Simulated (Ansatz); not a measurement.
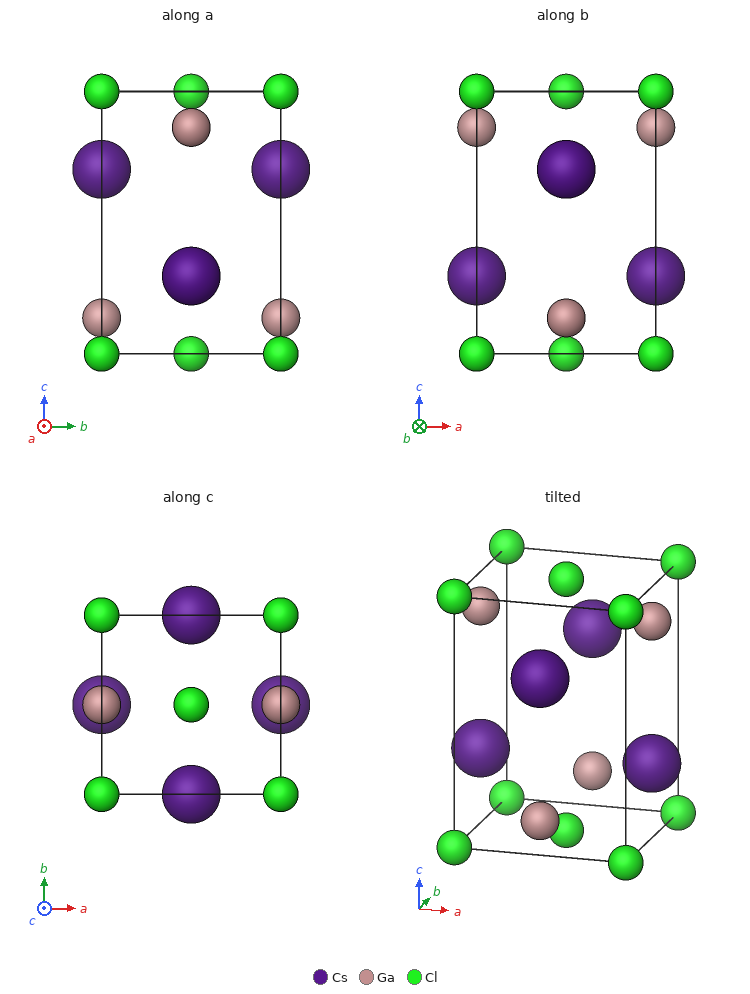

The figure gives a spheres-only picture of the atoms, viewed along the a axis, along the b axis, along the c axis and slightly off an axis. One conventional unit cell is outlined, and atoms on its boundary appear in each equivalent place.

Lattice parameters: a = 5.614 Å, b = 5.614 Å, c = 8.221 Å, α = 90.00°, β = 90.00°, γ = 90.00°.

Give the atomic positions as a table of Wyckoff sites, with free fractional coordinates to two decimals.

Space group P4/nmm:1 (No. 129).
```tsv
atom	site	x	y	z
Cs	2c	0.00	0.50	0.30
Ga	2c	0.00	0.50	0.86
Cl	2a	0.00	0.00	0.00
```

It goes back to a structure type filled with these elements by a generator (whether the compound takes this form wasn't checked). Earlier steps of the study may have refined or changed the cell and positions. An electronic-structure calculation with Ansatz was run on it.
